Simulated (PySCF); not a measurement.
## Electronic structure of C2H8BN2Si (doublet) in real space

```yaml
atoms:
  - { symbol: C, position_ang: [-2.1075, 0.2910, -0.6778] }
  - { symbol: Si, position_ang: [-0.5948, 0.3731, 0.4747] }
  - { symbol: C, position_ang: [0.3258, -1.1899, 0.8275] }
  - { symbol: N, position_ang: [1.6194, -1.0683, 0.4077] }
  - { symbol: B, position_ang: [1.9544, 0.1548, -0.2468] }
  - { symbol: N, position_ang: [0.8398, 1.0139, -0.2979] }
  - { symbol: H, position_ang: [-2.9388, -0.1852, -0.1684] }
  - { symbol: H, position_ang: [-1.9077, -0.2692, -1.5863] }
  - { symbol: H, position_ang: [-2.4321, 1.2865, -0.9658] }
  - { symbol: H, position_ang: [-0.9399, 1.2334, 1.6297] }
  - { symbol: H, position_ang: [0.0405, -2.0952, 1.3360] }
  - { symbol: H, position_ang: [2.2473, -1.8424, 0.5613] }
  - { symbol: H, position_ang: [3.0177, 0.3765, -0.6764] }
  - { symbol: H, position_ang: [0.8751, 1.9204, -0.7293] }
```

Geometry: GFN2-xTB.

Computed with UKS B3LYP, pcH-1 on B C H N Si, non-relativistic, mean-field spin-orbit, GIAO in PySCF 2.14.0, density-fitted response routines.

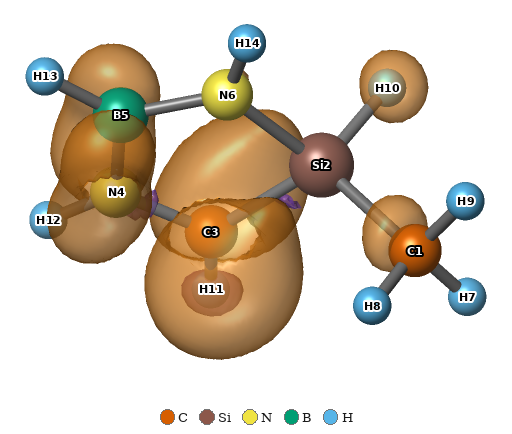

Figure 1. Isosurfaces of the spin density at +0.015 (orange) and −0.015 e/Å³ (purple), seen at an oblique angle.

> Which atoms carry the spin?

The unpaired spin (1 electron) lies mostly on C3 (about 0.5), N4 (about 0.2), Si2 (about 0.1) and B5 (about 0.1), in electrons by Hirshfeld's partition.

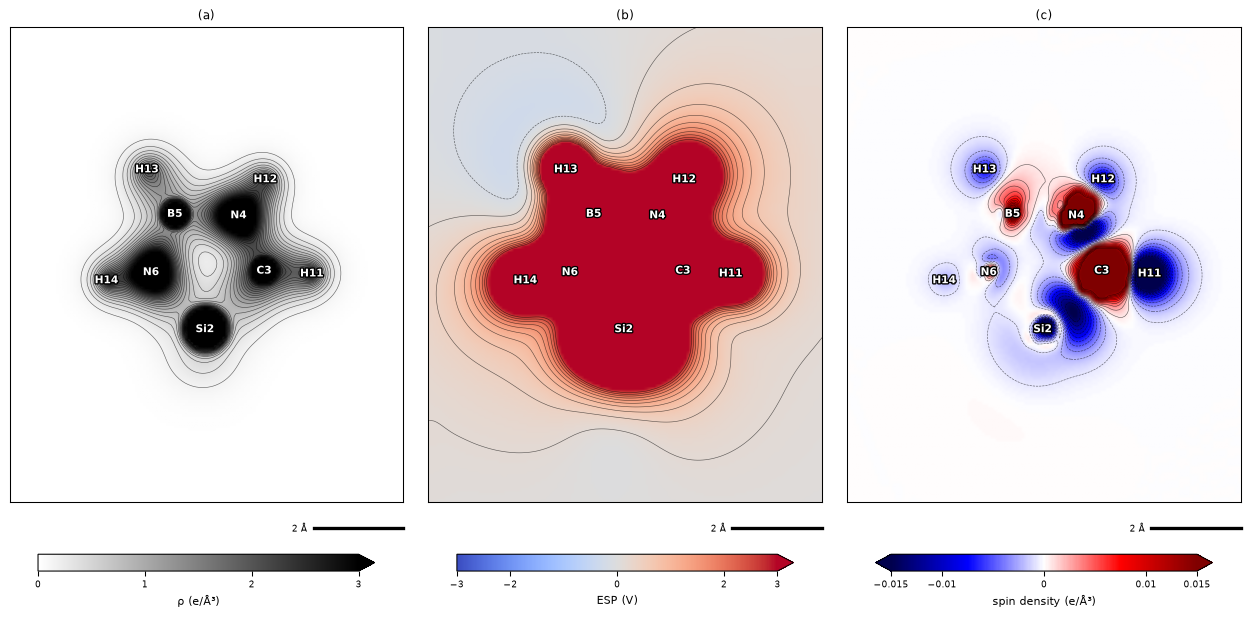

Figure 2. (a) total electron density; (b) molecular electrostatic potential; (c) spin density (α minus β) on the plane of atoms Si2, C3 and H11.

> What does the map show?

Atoms in the plane: Si, C, N, B and H. C–N (1.37 Å): ρ is about 2.2 e/Å³ halfway. B–N (1.41 Å): ρ is about 1.9 e/Å³ halfway. Si–N (1.75 Å): ρ is about 1 e/Å³ halfway. C–Si (1.85 Å): ρ at the midpoint is about 0.98 e/Å³. N–H (1.00 Å): ρ at the midpoint is about 2.8 e/Å³.

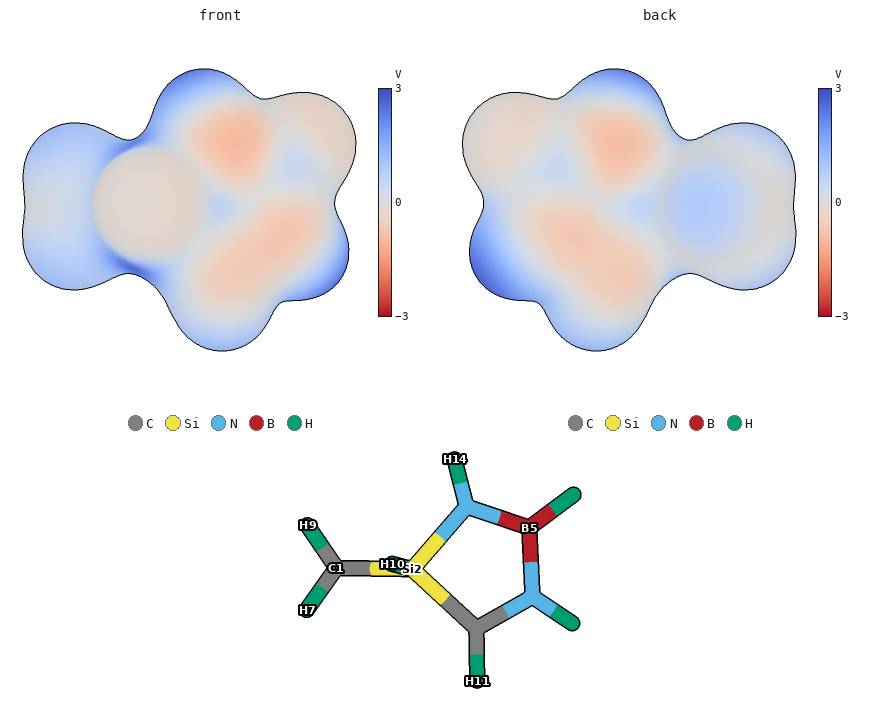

Figure 3. The electrostatic potential painted on the density surface at 0.004 e/bohr³, seen from the front and from behind; the colour scale runs from red (negative) to blue (positive). The bare structure is drawn below in the same view.

> Where is the surface potential most negative and most positive?

The most negative region (about −0.9 V) lies over N6, the most positive (about +2.4 V) over Si2 and H12.
